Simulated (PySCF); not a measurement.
Vertical excitations of a molecule C2H7BO3 from TDDFT-PBE/def2-SVPD in PySCF 2.14.0, as energy in eV (oscillator strength): 5.72 (0.002), 6.19 (0.005), 6.76 (0.000), 7.20 (0.024), 7.25 (0.028), 7.57 (0.005), 7.65 (0.000), 7.77 (0.004), 7.87 (0.023), 8.00 (0.010). Lowest triplet (TDA): 5.66 eV. The structure is a stationary point at PBE0-D3(BJ)/def2-SVP. One conformer was computed; it need not be the lowest.

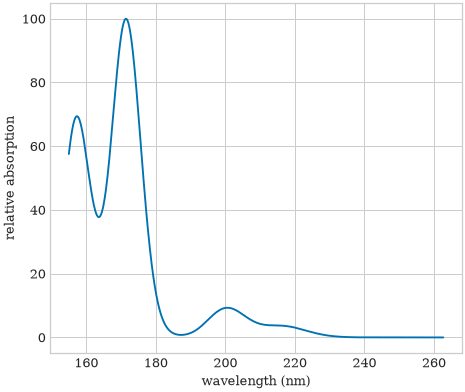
The lines broadened by 0.4 eV.

Problem. Which molecule gave these data?
A) CCOB(O)O
B) C[C@H](O)B(O)O
C) OCB(O)CO
D) COCB(O)O

Solution. A, CCOB(O)O
